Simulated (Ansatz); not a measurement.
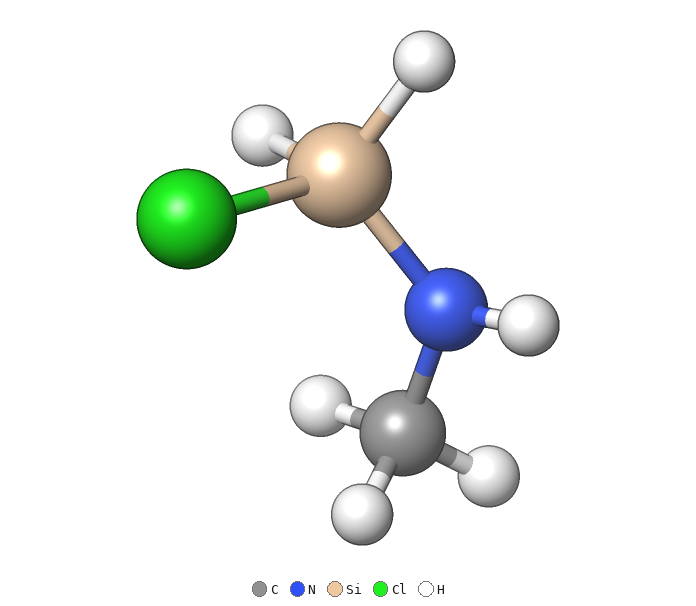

Ball-and-stick drawing of a structure. Every bond is drawn as one stick, whatever its order.

The computed structure is the end point of a PBE0-D4/def2-TZVP optimisation.

Question: Count the atoms of each element.

Answer: CH₆ClNSi, 10 atoms: 1 carbon, 6 hydrogen, 1 chlorine, 1 nitrogen and 1 silicon.

Question: Name functional groups in it.

Answer: Among them: Si–H bond, Si–N bond.

More results for the same structure follow; atom numbers are the same in all pictures, views and colours differ.

## Shape

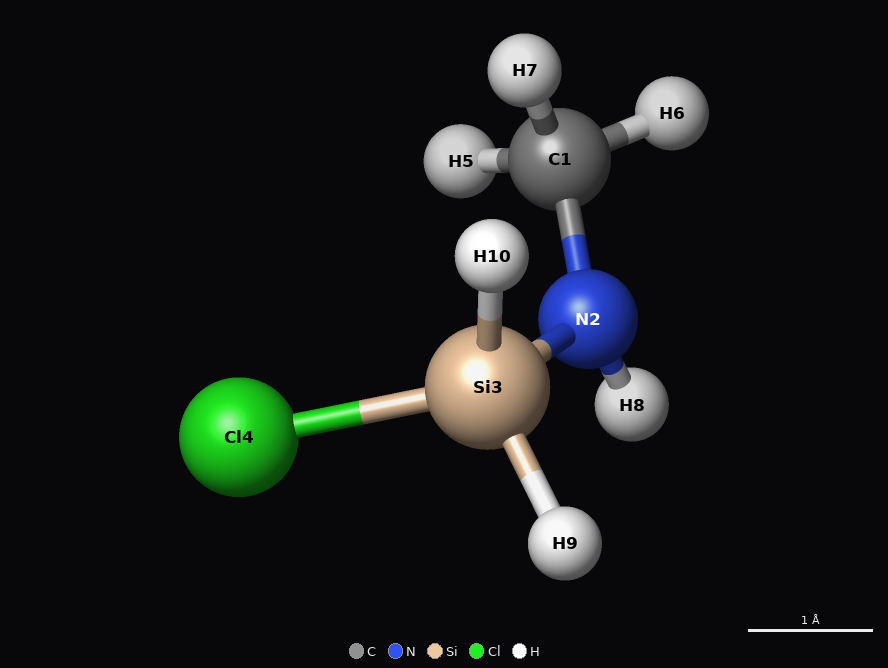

Atoms carry their numbers in the input.

Question: What is the geometry at Si3?

Answer: Si3 has 4 neighbours (N2 at 1.70, Cl4 at 2.07, H9 at 1.48, H10 at 1.48 Å); the arrangement is tetrahedral.

Question: How are the neighbours of atom 1 arranged?

Answer: C1 has 4 neighbours (N2 at 1.45, H5 at 1.10, H6 at 1.09, H7 at 1.09 Å); the arrangement is tetrahedral.

Question: What is the dihedral angle C1–N2–Si3–Cl4?

Answer: 69° in size, that is gauche.

## Vibrations

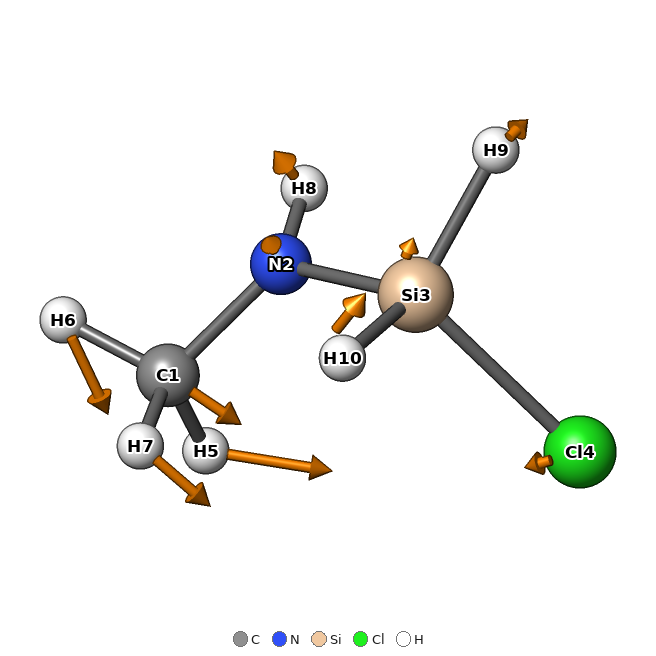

The arrows show one normal mode. Harmonic vibrations computed with RKS PBE0-D4/def2-TZVP (Ansatz 0.2.0) at a stationary point of the same level.

Question: What kind of motion is it?

Answer: A torsion or out-of-plane motion in which bond lengths and bond angles hardly change.

Question: At what wavenumber does it lie?

Answer: 80 cm⁻¹; it is mode 1 of 24 counted from the lowest.

## Charges

The questions are on Mulliken charges. Properties computed with RKS ωB97M-V/def2-TZVPP (Ansatz 0.2.0).

Question: Which atom carries the highest charge (most positive or least negative)?

Answer: Si3 (0.39 e).

Question: And the lowest?

Answer: N2 (−0.30 e).

Give the Mulliken charges atom by atom.

```json
{"atom": "C1", "value (e)": "−0.24"}
{"atom": "N2", "value (e)": "−0.30"}
{"atom": "Si3", "value (e)": "0.39"}
{"atom": "Cl4", "value (e)": "−0.25"}
{"atom": "H5", "value (e)": "0.13"}
{"atom": "H6", "value (e)": "0.12"}
{"atom": "H7", "value (e)": "0.11"}
{"atom": "H8", "value (e)": "0.10"}
{"atom": "H9", "value (e)": "−0.03"}
{"atom": "H10", "value (e)": "−0.03"}
```

## Dipole moment

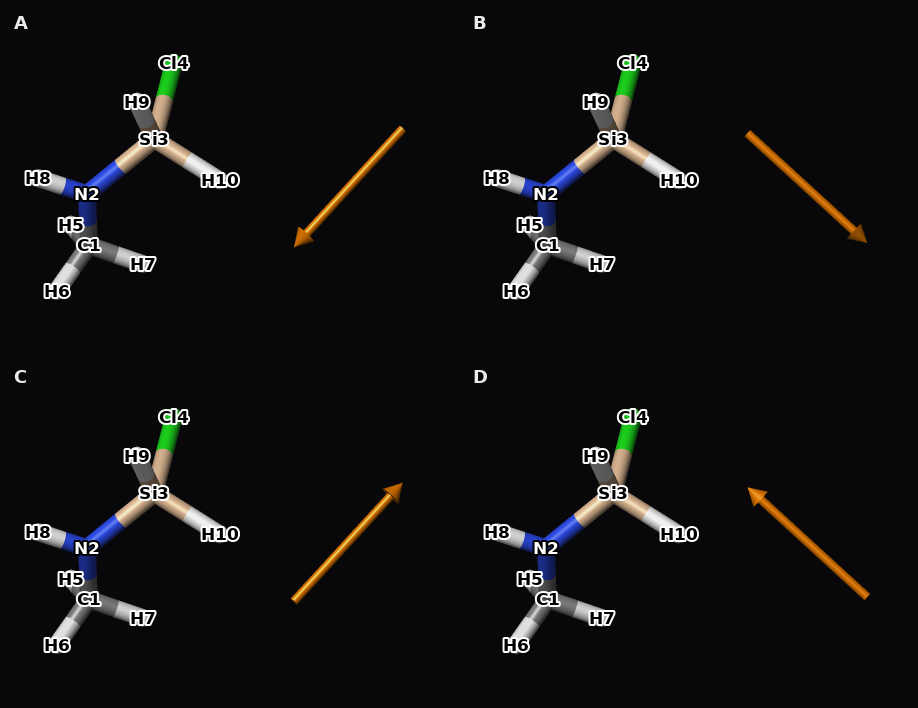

The same molecule four times, each with an arrow. Properties computed with RKS PBE-D4/def2-TZVPP (Ansatz 0.2.0).

Question: Which arrow points along the dipole moment, from the negative to the positive end?

Answer: A. The dipole moment is 2.20 D; it points from the side of Cl4 to the side of H6 (the outermost atoms at the two ends).

Mulliken values depend strongly on the basis set and can even reverse the polarity of a bond.
